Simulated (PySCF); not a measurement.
Potential energy curve for GaH, singlet.

Levels: RKS-TPSSh = restricted TPSSh/cc-pVDZ run with PySCF 2.14.0; RCCSD(T) = CCSD(T) on RHF/cc-pVDZ, 9 core orbitals frozen in PySCF; RMP2 = MP2 on RHF/cc-pVDZ, 9 core orbitals frozen (PySCF); NEVPT2 = SC-NEVPT2 on CASSCF(4,5)/cc-pVDZ, all electrons correlated (PySCF 2.14.0); CASSCF(4,5)/cc-pVDZ (PySCF).

Energies are in mEh, each relative to the lowest point of its own curve near equilibrium.

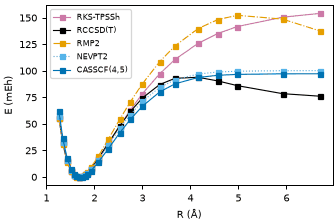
Figure. Energy against bond length for each method.

| R / Å | RKS-TPSSh | RCCSD(T) | RMP2 | NEVPT2 | CASSCF(4,5) |
|---|---|---|---|---|---|
| 1.26 | 58.1 | 55.9 | 55.6 | 57.1 | 62.2 |
| 1.34 | 33.6 | 31.7 | 31.3 | 32.8 | 36.4 |
| 1.43 | 16.0 | 14.6 | 14.2 | 15.6 | 17.8 |
| 1.51 | 6.7 | 5.9 | 5.5 | 6.5 | 7.8 |
| 1.58 | 2.2 | 1.7 | 1.5 | 2.1 | 2.8 |
| 1.62 | 0.8 | 0.5 | 0.4 | 0.8 | 1.2 |
| 1.68 | 0.0 | 0.0 | 0.0 | 0.0 | 0.0 |
| 1.74 | 0.4 | 0.7 | 0.9 | 0.5 | 0.1 |
| 1.80 | 1.9 | 2.3 | 2.8 | 1.9 | 1.1 |
| 1.84 | 3.3 | 3.9 | 4.5 | 3.3 | 2.3 |
| 1.93 | 7.4 | 8.2 | 9.3 | 7.3 | 5.8 |
| 2.08 | 16.4 | 17.4 | 19.4 | 16.0 | 13.8 |
| 2.29 | 31.0 | 32.0 | 35.6 | 29.9 | 26.7 |
| 2.53 | 48.1 | 48.3 | 54.5 | 45.7 | 41.6 |
| 2.75 | 63.1 | 61.7 | 70.9 | 58.8 | 54.3 |
| 3.00 | 78.5 | 74.3 | 87.8 | 71.3 | 66.6 |
| 3.36 | 97.2 | 87.1 | 108.6 | 84.3 | 80.1 |
| 3.68 | 110.6 | 92.9 | 123.5 | 91.5 | 87.7 |
| 4.16 | 125.8 | 93.9 | 139.7 | 96.9 | 93.7 |
| 4.57 | 135.1 | 90.4 | 148.2 | 98.8 | 95.7 |
| 4.98 | 141.7 | 86.0 | 152.2 | 99.6 | 96.6 |
| 5.92 | 150.4 | 78.4 | 148.6 | 100.1 | 97.1 |
| 6.69 | 154.0 | 76.1 | 137.6 | 100.1 | 97.2 |

At the longest distance, 6.69 Å, RKS-TPSSh lies highest above its minimum (154.0 mEh) and RCCSD(T) lowest (76.1 mEh).

The RCCSD(T) curve passes through a maximum at 4.16 Å and then falls by 17.8 mEh up to the last usable point.

The RMP2 curve passes through a maximum at 4.98 Å and then falls by 14.6 mEh up to the last usable point.

At the longest distance RKS-TPSSh leaves fractional charges on the fragments, a sign of delocalisation error or of the restricted form. The restricted form behind RKS-TPSSh, RMP2 keeps the bonding electrons paired and can't separate into open-shell fragments. The T1 diagnostic of CCSD on the restricted reference of RCCSD(T), RMP2 exceeds 0.045 at 3.36 to 6.69 Å.
